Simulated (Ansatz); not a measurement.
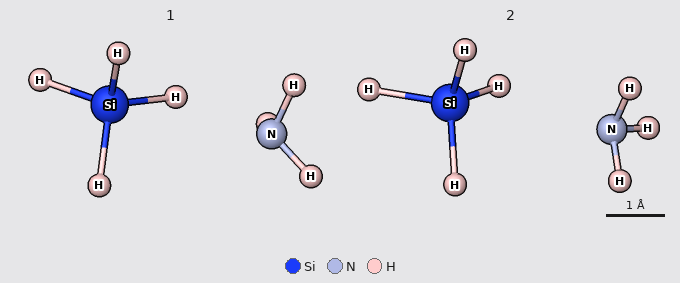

Two geometries of SiNH7, drawn at one scale. One is the start of a relaxation, the other its converged end. Style: ball-and-stick. Shown at a tilt.

The calculation used Ansatz, RKS CAM-B3LYP/6-31G*. Settings: no spin polarisation; force threshold 0.03 eV/Å; at most 50 steps.

### Which geometry has the lower energy?

Structure 2 is the relaxed one. The run prepares an end point of a later path (reaction) calculation, from a guessed geometry. An H atom moves most after the best rigid fit: 0.71 Å. By element the largest moves are H 0.71 Å, N 0.17 Å, Si 0.05 Å. Near-neighbour distances that change, for instance: H–N 1.036 → 1.017 Å, H–Si 1.470 → 1.481 Å, H–Si 1.489 → 1.494 Å. Over 7 accepted moves (8 points after the start) the energy falls by 3.22 kcal/mol. Largest force component: 0.72 eV/Å at the start, 0.0092 eV/Å at the end. The line search rejected the trial step at point 5 of the run.
